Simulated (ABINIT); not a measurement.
# Ca2Si (Fm-3m): G0W0 in ABINIT against the plane-wave cutoff, part 2 of 2

Wanted: the cheapest plane-wave cutoff that holds the gap of Ca2Si (Fm-3m).

ABINIT 10.8.3; LDA and many-body steps on it, plane waves. Known limits of the many-body steps: not at the basis limit; mesh may overstate the screening; coarse k mesh.

So far. Step 5 (Empty states on the mesh, 2×2×2 mesh, 53 bands): On this mesh the gap is 0.509 eV. Step 6 (Screening, 2×2×2 mesh, 49 bands, screening to 106.1 eV): Local fields lower ε∞ by 25 %. On a Γ-centred mesh this coarse the value itself is usually too large, while a short band sum pulls it down.

### Step 8. Screening, 2×2×2 mesh, 49 bands, screening to 106.1 eV

This step: RPA screening on LDA, plane waves, norm-conserving pseudopotentials.

The input, run.abi:

```
acell 3*1.0 Angstrom
rprim 
  -0.000000000000 3.585232820000 3.585232820000
  3.585232820000 -0.000000000000 3.585232820000
  3.585232820000 3.585232820000 -0.000000000000
ntypat 2
znucl 20 14
natom 3
typat 1 1 2
xred 
  0.750000000000 0.750000000000 0.750000000000
  0.250000000000 0.250000000000 0.250000000000
  0.000000000000 0.000000000000 0.000000000000
pp_dirpath "pseudos"
pseudos "Ca.upf, Si.upf"
ecut 24
ngkpt 2 2 2
nshiftk 1
shiftk 0 0 0
kptopt 1
chksymbreak 0
istwfk *1
occopt 1
irdwfk 1
optdriver 3
nband 49
ecuteps 3.9
inclvkb 2
awtr 1
symchi 1
indata_prefix "in"
outdata_prefix "out"
tmpdata_prefix "tmp"
```

Run with:

```bash
OMP_NUM_THREADS=1 mpirun -n 4 abinit run.abi > log
```

Numbers of over 12 decimals in the logs are rounded to 6 here.

Output:

```text
.Version 10.8.3 of ABINIT. v10.8.2 released Aug 2026.

 Symmetries : space group Fm -3 m (#225); Bravais cF (face-center cubic)
[... echo of the input left out ...]
== DATASET  1 ==================================================================
-   mpi_nproc: 4, omp_nthreads: 1 (-1 if OMP is not activated)

--- !DatasetInfo
iteration_state: {dtset: 1, }
dimensions: {natom: 3, nkpt: 3, mband: 49, nsppol: 1, nspinor: 1, nspden: 1, mpw: 3498, }
cutoff_energies: {ecut:  24.0, pawecutdg:  -1.0, }
electrons: {nelect:   2.40000000E+01, charge:   0.00000000E+00, occopt:   1.00000000E+00, tsmear:   1.00000000E-02, }

 SCREENING: Calculation of the susceptibility and dielectric matrices

 Based on a program developped by R.W. Godby, V. Olevano, G. Onida, and L. Reining.
 Incorporated in ABINIT by V. Olevano, G.-M. Rignanese, and M. Torrent.
.Using double precision arithmetic ; gwpc =  8

[... cell and pseudopotentials left out ...]
--------------------------------------------------------------------------------

 ==== K-mesh for the wavefunctions ====
 Number of points in the irreducible wedge :     3
[... list of points left out ...]
 Together with 48 symmetry operations and time-reversal symmetry
 yields     8 points in the full Brillouin Zone.

 ==== Q-mesh for the screening function ====
 Number of points in the irreducible wedge :     3
[... list of points left out ...]
 Together with 48 symmetry operations and time-reversal symmetry
 yields     8 points in the full Brillouin Zone.

 setmesh: FFT mesh size selected  =    30x   30x   30
          total number of points  =        27000

 vcoul_init : cutoff-mode = AUXILIARY_FUNCTION
 q-points for optical limit:   1
     1)      0.000010    0.000020    0.000030

- screening: taking advantage of time-reversal symmetry
- Maximum band index for partially occupied states nbvw = 12
- Remaining bands to be divided among processors   nbcw = 37
- Number of bands treated by each node ~9

 Number of electrons calculated from density =   24.0000; Expected =   24.0000
 average of density, n =  0.038586
 r_s =    1.8358
 omega_plasma =   18.9484 [eV]

 calculating chi0 at frequencies [eV] :
  1    0.000000E+00    0.000000E+00
  2    0.000000E+00    1.894837E+01

--------------------------------------------------------------------------------
  q-point number  1        q = ( 0.000000, 0.000000, 0.000000) [r.l.u.]
--------------------------------------------------------------------------------
[... chi0 elements left out ...]
 For q-point:  0.000010 0.000020 0.000030
  dielectric constant =  68.2777
  dielectric constant without local fields =  90.6576

  Average fulfillment of the sum rule on Im[epsilon] for q-point    1 :     49.59  [%]
[... wings left out ...]
  q-point number  2        q = ( 0.500000, 0.000000, 0.000000) [r.l.u.]
--------------------------------------------------------------------------------
[... chi0 elements left out ...]
  Average fulfillment of the sum rule on Im[epsilon] for q-point    2 :     58.77  [%]

 [... 1 further q-points ...]
```

Run time: 3.6 s. Hardware: 4 MPI ranks of Arm Neoverse V1, shared host; peak memory 0.46 GiB; 14 s of CPU time.

Numbers from this step:

| Item | Value |
| --- | --- |
| ε∞ with local fields, on this mesh, along the program's q direction | 68.28 |
| the same without local fields | 90.66 |
| plasma frequency | 18.95 eV |
| plane waves in the screening matrix | 259 |

### Step 9. 24 Ha

The self-energy is evaluated for the states that the input lists, and the levels follow from it, in one-shot runs by the linearised quasiparticle equation.

This step: G0W0 on LDA, plane waves, norm-conserving pseudopotentials.

run.abi: that of step 8 with these lines changed.

```diff
@@ -24,8 +24,17 @@
 irdwfk 1
-optdriver 3
+optdriver 4
 nband 49
+gwcalctyp 0
+ecutsigx 24
+symsigma 1
+nkptgw 2
+kptgw 
+  0.5000000000 0.5000000000 0.0000000000
+  0.0000000000 0.0000000000 0.0000000000
+bdgw 
+  11 14
+  10 15
 ecuteps 3.9
-inclvkb 2
-awtr 1
-symchi 1
+irdscr 1
+ppmodel 1
 indata_prefix "in"
```

Output:

```text
.Version 10.8.3 of ABINIT. v10.8.2 released Aug 2026.

 Symmetries : space group Fm -3 m (#225); Bravais cF (face-center cubic)
[... echo of the input left out ...]
== DATASET  1 ==================================================================
-   mpi_nproc: 4, omp_nthreads: 1 (-1 if OMP is not activated)

--- !DatasetInfo
iteration_state: {dtset: 1, }
dimensions: {natom: 3, nkpt: 3, mband: 49, nsppol: 1, nspinor: 1, nspden: 1, mpw: 3498, }
cutoff_energies: {ecut:  24.0, pawecutdg:  -1.0, }
electrons: {nelect:   2.40000000E+01, charge:   0.00000000E+00, occopt:   1.00000000E+00, tsmear:   1.00000000E-02, }

 SIGMA: Calculation of the GW corrections

 Based on a program developped by R.W. Godby, V. Olevano, G. Onida, and L. Reining.
 Incorporated in ABINIT by V. Olevano, G.-M. Rignanese, and M. Torrent.
.Using double precision arithmetic ; gwpc =  8

[... cell and pseudopotentials left out ...]
--------------------------------------------------------------------------------

 ==== K-mesh for the wavefunctions ====
 Number of points in the irreducible wedge :     3
[... list of points left out ...]
 Together with 48 symmetry operations and time-reversal symmetry
 yields     8 points in the full Brillouin Zone.

 ==== Q-mesh for screening function ====
 Number of points in the irreducible wedge :     3
[... list of points left out ...]
 Together with 48 symmetry operations and time-reversal symmetry
 yields     8 points in the full Brillouin Zone.

 vcoul_init : cutoff-mode = AUXILIARY_FUNCTION
 q-points for optical limit:   1
     1)      0.000010    0.000020    0.000030
 setmesh: FFT mesh size selected  =    45x   45x   45
          total number of points  =        91125

 Number of electrons calculated from density =   24.0000; Expected =   24.0000
[...]
number of omega for Sigma on real axis              0
 max omega for Sigma on real axis  [eV]           0.00
 zcut for avoiding poles [eV]                     0.10

 EPSILON^-1 parameters (SCR file):
 dimension of the eps^-1 matrix on file            259
 dimension of the eps^-1 matrix used               259
 number of plane-waves for wavefunctions          3479
 number of bands                                    49
 number of q-points in IBZ                           3
 number of frequencies                               2
 number of real frequencies                          1
 number of imag frequencies                          1

 matrix elements of self-energy operator (all in [eV])

 Perturbative Calculation

--- !SelfEnergy_ee
iteration_state: {dtset: 1, }
kpoint     : [   0.500,    0.500,    0.000, ]
spin       : 1
KS_gap     :    0.509
QP_gap     :    1.043
Delta_QP_KS:    0.534
data: !SigmaeeData |
     Band     E0 <VxcDFT>   SigX SigC(E0)      Z dSigC/dE  Sig(E)    E-E0       E
       11   3.545  -9.943 -11.418   1.682   0.753  -0.327  -9.787   0.155   3.700
       12   3.545  -9.943 -11.418   1.682   0.753  -0.327  -9.787   0.155   3.700
       13   4.054  -8.142  -3.918  -3.335   0.775  -0.290  -7.453   0.689   4.743
[...]
--- !SelfEnergy_ee
iteration_state: {dtset: 1, }
kpoint     : [   0.000,    0.000,    0.000, ]
spin       : 1
KS_gap     :    2.037
QP_gap     :    2.135
Delta_QP_KS:    0.098
data: !SigmaeeData |
     Band     E0 <VxcDFT>   SigX SigC(E0)      Z dSigC/dE  Sig(E)    E-E0       E
[...]
14   5.311 -11.642  -5.677  -3.921   0.761  -0.314 -10.086   1.556   6.867
       15   5.311 -11.642  -5.677  -3.921   0.761  -0.314 -10.086   1.556   6.867

== END DATASET(S) ==============================================================
================================================================================

 -outvars: echo values of variables after computation  --------
           etotal      0.0000000000E+00
            nband          49
             nkpt           3
          spgroup         225
 [... the other variables as echoed above ...]

 Calculation completed.
```

Elapsed: 4.1 s, on 4 MPI ranks; peak memory 0.53 GiB.

Numbers from this step:

```
G0W0 gap on the points computed              : 1.043 eV
starting gap on the mesh                     : 0.5089 eV
k of the valence top                         : 0.5, 0.5, 0
k of the conduction bottom                   : 0.5, 0.5, 0
Z at the valence top                         : 0.753
Z at the conduction bottom                   : 0.775
least direct G0W0 gap on the computed points : 1.043 eV
```

The gap on the mesh goes from 0.51 eV to 1.04 eV, a correction of +0.53 eV.

### Step 10. Screening, 2×2×2 mesh, 49 bands, screening to 106.1 eV

This step: RPA screening on LDA, plane waves, norm-conserving pseudopotentials.

run.abi: that of step 9 with these lines changed.

```diff
@@ -15,3 +15,3 @@
 pseudos "Ca.upf, Si.upf"
-ecut 24
+ecut 30
 ngkpt 2 2 2
@@ -24,17 +24,8 @@
 irdwfk 1
-optdriver 4
+optdriver 3
 nband 49
-gwcalctyp 0
-ecutsigx 24
-symsigma 1
-nkptgw 2
-kptgw 
-  0.5000000000 0.5000000000 0.0000000000
-  0.0000000000 0.0000000000 0.0000000000
-bdgw 
-  11 14
-  10 15
 ecuteps 3.9
-irdscr 1
-ppmodel 1
+inclvkb 2
+awtr 1
+symchi 1
 indata_prefix "in"
```

Output:

```text
.Version 10.8.3 of ABINIT. v10.8.2 released Aug 2026.

 Symmetries : space group Fm -3 m (#225); Bravais cF (face-center cubic)
[... echo of the input left out ...]
== DATASET  1 ==================================================================
-   mpi_nproc: 4, omp_nthreads: 1 (-1 if OMP is not activated)

--- !DatasetInfo
iteration_state: {dtset: 1, }
dimensions: {natom: 3, nkpt: 3, mband: 49, nsppol: 1, nspinor: 1, nspden: 1, mpw: 4910, }
cutoff_energies: {ecut:  30.0, pawecutdg:  -1.0, }
[...]
--------------------------------------------------------------------------------
[... chi0 elements left out ...]
 For q-point:  0.000010 0.000020 0.000030
  dielectric constant =  68.2305
  dielectric constant without local fields =  90.5832

  Average fulfillment of the sum rule on Im[epsilon] for q-point    1 :     49.54  [%]
[... wings left out ...]
  q-point number  2        q = ( 0.500000, 0.000000, 0.000000) [r.l.u.]
--------------------------------------------------------------------------------
[... chi0 elements left out ...]
  Average fulfillment of the sum rule on Im[epsilon] for q-point    2 :     58.71  [%]

 [... 1 further q-points ...]
```

It took 3.9 s on 4 MPI ranks; peak memory 0.51 GiB.

This step gave:

| Quantity | Value |
| --- | --- |
| ε∞ with local fields, on this mesh, along the program's q direction | 68.23 |
| the same without local fields | 90.58 |
| plasma frequency | 18.95 eV |
| plane waves in the screening matrix | 259 |

### Step 11. 30 Ha

This step: G0W0 on LDA, plane waves, norm-conserving pseudopotentials.

run.abi: that of step 10 with these lines changed.

```diff
@@ -24,8 +24,17 @@
 irdwfk 1
-optdriver 3
+optdriver 4
 nband 49
+gwcalctyp 0
+ecutsigx 30
+symsigma 1
+nkptgw 2
+kptgw 
+  0.5000000000 0.5000000000 0.0000000000
+  0.0000000000 0.0000000000 0.0000000000
+bdgw 
+  11 14
+  10 15
 ecuteps 3.9
-inclvkb 2
-awtr 1
-symchi 1
+irdscr 1
+ppmodel 1
 indata_prefix "in"
```

Output:

```text
.Version 10.8.3 of ABINIT. v10.8.2 released Aug 2026.

 Symmetries : space group Fm -3 m (#225); Bravais cF (face-center cubic)
[... echo of the input left out ...]
== DATASET  1 ==================================================================
-   mpi_nproc: 4, omp_nthreads: 1 (-1 if OMP is not activated)

--- !DatasetInfo
iteration_state: {dtset: 1, }
dimensions: {natom: 3, nkpt: 3, mband: 49, nsppol: 1, nspinor: 1, nspden: 1, mpw: 4910, }
cutoff_energies: {ecut:  30.0, pawecutdg:  -1.0, }
[...]
Band     E0 <VxcDFT>   SigX SigC(E0)      Z dSigC/dE  Sig(E)    E-E0       E
[...]
14   5.307 -11.657  -5.687  -3.925   0.761  -0.315 -10.102   1.555   6.862
       15   5.307 -11.657  -5.687  -3.925   0.761  -0.315 -10.102   1.555   6.862

== END DATASET(S) ==============================================================
================================================================================

 -outvars: echo values of variables after computation  --------
           etotal      0.0000000000E+00
            nband          49
             nkpt           3
          spgroup         225
 [... the other variables as echoed above ...]

 Calculation completed.
```

It took 4.3 s on 4 MPI ranks; peak memory 0.61 GiB.

Numbers from this step:

```yaml
g0w0_gap_on_the_points_computed: 1.042 eV
starting_gap_on_the_mesh: 0.5088 eV
k_of_the_valence_top: 0.5, 0.5, 0
k_of_the_conduction_bottom: 0.5, 0.5, 0
least_direct_g0w0_gap_on_the_computed_points: 1.042 eV
```

Against the run before, the gap moves by −0.001 eV.

### Step 12. Screening, 2×2×2 mesh, 49 bands, screening to 106.1 eV

This step: RPA screening on LDA, plane waves, norm-conserving pseudopotentials.

run.abi: that of step 11 with these lines changed.

```diff
@@ -15,3 +15,3 @@
 pseudos "Ca.upf, Si.upf"
-ecut 30
+ecut 38
 ngkpt 2 2 2
@@ -24,17 +24,8 @@
 irdwfk 1
-optdriver 4
+optdriver 3
 nband 49
-gwcalctyp 0
-ecutsigx 30
-symsigma 1
-nkptgw 2
-kptgw 
-  0.5000000000 0.5000000000 0.0000000000
-  0.0000000000 0.0000000000 0.0000000000
-bdgw 
-  11 14
-  10 15
 ecuteps 3.9
-irdscr 1
-ppmodel 1
+inclvkb 2
+awtr 1
+symchi 1
 indata_prefix "in"
```

Output:

```text
.Version 10.8.3 of ABINIT. v10.8.2 released Aug 2026.

 Symmetries : space group Fm -3 m (#225); Bravais cF (face-center cubic)
[... echo of the input left out ...]
== DATASET  1 ==================================================================
-   mpi_nproc: 4, omp_nthreads: 1 (-1 if OMP is not activated)

--- !DatasetInfo
iteration_state: {dtset: 1, }
dimensions: {natom: 3, nkpt: 3, mband: 49, nsppol: 1, nspinor: 1, nspden: 1, mpw: 6982, }
cutoff_energies: {ecut:  38.0, pawecutdg:  -1.0, }
[...]
--------------------------------------------------------------------------------
[... chi0 elements left out ...]
 For q-point:  0.000010 0.000020 0.000030
  dielectric constant =  68.2259
  dielectric constant without local fields =  90.5759

  Average fulfillment of the sum rule on Im[epsilon] for q-point    1 :     49.54  [%]
[... wings left out ...]
  q-point number  2        q = ( 0.500000, 0.000000, 0.000000) [r.l.u.]
--------------------------------------------------------------------------------
[... chi0 elements left out ...]
  Average fulfillment of the sum rule on Im[epsilon] for q-point    2 :     58.71  [%]

 [... 1 further q-points ...]
```

Run time: 4.9 s. Hardware: 4 MPI ranks; peak memory 0.56 GiB; 19 s of CPU time.

Numbers from this step:

```yaml
eps_infinity_with_local_fields_on_this_mesh_along_the_program_s_q_direction: 68.23
the_same_without_local_fields: 90.58
plasma_frequency: 18.95 eV
plane_waves_in_the_screening_matrix: 259
```

### Step 13. 38 Ha

This step: G0W0 on LDA, plane waves, norm-conserving pseudopotentials.

run.abi: that of step 12 with these lines changed.

```diff
@@ -24,8 +24,17 @@
 irdwfk 1
-optdriver 3
+optdriver 4
 nband 49
+gwcalctyp 0
+ecutsigx 38
+symsigma 1
+nkptgw 2
+kptgw 
+  0.5000000000 0.5000000000 0.0000000000
+  0.0000000000 0.0000000000 0.0000000000
+bdgw 
+  11 14
+  10 15
 ecuteps 3.9
-inclvkb 2
-awtr 1
-symchi 1
+irdscr 1
+ppmodel 1
 indata_prefix "in"
```

Output:

```text
.Version 10.8.3 of ABINIT. v10.8.2 released Aug 2026.

 Symmetries : space group Fm -3 m (#225); Bravais cF (face-center cubic)
[... echo of the input left out ...]
== DATASET  1 ==================================================================
-   mpi_nproc: 4, omp_nthreads: 1 (-1 if OMP is not activated)

--- !DatasetInfo
iteration_state: {dtset: 1, }
dimensions: {natom: 3, nkpt: 3, mband: 49, nsppol: 1, nspinor: 1, nspden: 1, mpw: 6982, }
cutoff_energies: {ecut:  38.0, pawecutdg:  -1.0, }
[...]
Band     E0 <VxcDFT>   SigX SigC(E0)      Z dSigC/dE  Sig(E)    E-E0       E
[...]
14   5.307 -11.657  -5.688  -3.925   0.761  -0.315 -10.102   1.555   6.862
       15   5.307 -11.657  -5.688  -3.925   0.761  -0.315 -10.102   1.555   6.862

== END DATASET(S) ==============================================================
================================================================================

 -outvars: echo values of variables after computation  --------
           etotal      0.0000000000E+00
            nband          49
             nkpt           3
          spgroup         225
 [... the other variables as echoed above ...]

 Calculation completed.
```

The job ended after 4.8 s (4 MPI ranks; peak memory 0.87 GiB).

This step gave:

```yaml
g0w0_gap_on_the_points_computed: 1.042 eV
starting_gap_on_the_mesh: 0.5089 eV
k_of_the_valence_top: 0.5, 0.5, 0
k_of_the_conduction_bottom: 0.5, 0.5, 0
least_direct_g0w0_gap_on_the_computed_points: 1.042 eV
```

Against the run before, the gap moves by +0.000 eV.

### Step 14. The runs together

Times are wall times on 4 MPI ranks of Arm Neoverse V1, shared host, good to a factor of about two. A run's time includes the screening step that it read.

```csv
run,mesh,bands,screening cutoff (eV),DFT gap (eV),gap on the mesh (eV),direct (eV),ε∞ used,time
18 Ha,2×2×2,49,106.1,0.519,1.053,1.053,67.89,7.2 s
24 Ha,2×2×2,49,106.1,0.509,1.043,1.043,68.28,7.7 s
30 Ha,2×2×2,49,106.1,0.509,1.042,1.042,68.23,8.2 s
38 Ha,2×2×2,49,106.1,0.509,1.042,1.042,68.23,9.7 s
```

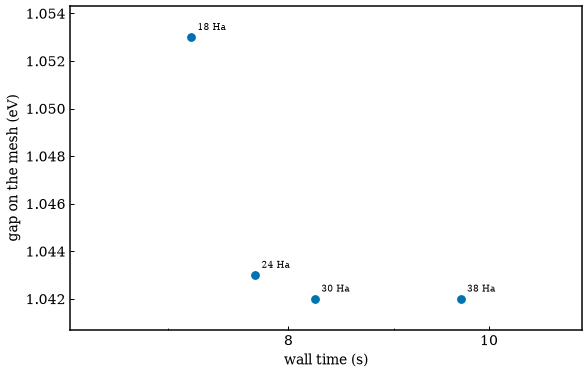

Result against wall time.

### Step 15. Outcome

```
18 Ha        : 1.053 eV
24 Ha        : 1.043 eV
30 Ha        : 1.042 eV
38 Ha        : 1.042 eV
known limits : not at the basis limit; mesh may overstate the screening; coarse k mesh
```

The setting moved: plane-wave cutoff. From 18 Ha to 38 Ha the gap moves by −0.01 eV. It holds to 0.03 eV from 18 Ha on. Bands and screening cutoff are coupled, so a series along one setting does not show full convergence. Bands and cutoff are finite, so the gap is not at the basis limit. The miss can reach some tenths of an eV and take either sign; the mesh is an error of its own. In the G0W0 runs levels were corrected at 2 k points alone, so a gap called «on the mesh» is the least over those, and an edge elsewhere would be missed. The 2×2×2 mesh is coarse for this cell, which bears on the long-range parts of exchange and screening. For the LDA start: The RPA ε∞ on this mesh reaches over 25; with a narrow direct gap a coarse mesh can overstate it, and the correction is then too small.

[Paths, hosts, dates, memory and timing lines, banners, echoed tables and standing remarks are left out of the program output.]

[Logs are printed without paths, hosts, clocks, repeated set-up lines and the standing remarks that a program may print on its own settings, such as how far it seeks lower states.]

[Runs of the session that timed out or met a known fault of the program may be left out.]

[Hosts, paths, dates, database ids (printed as entryN), source tags and the programs' standing remarks are cut or masked in the printed files.]

[G0W0 gaps are taken among the corrected bands and points alone; a level outside them can change the order at an edge.]

[Where Ansatz stands beside ABINIT at settings called matched, ABINIT's density can come from a denser mesh and the files from another edition; pairs whose starting gaps differed by over 0.03 eV were left out, so agreement reads better than it is.]
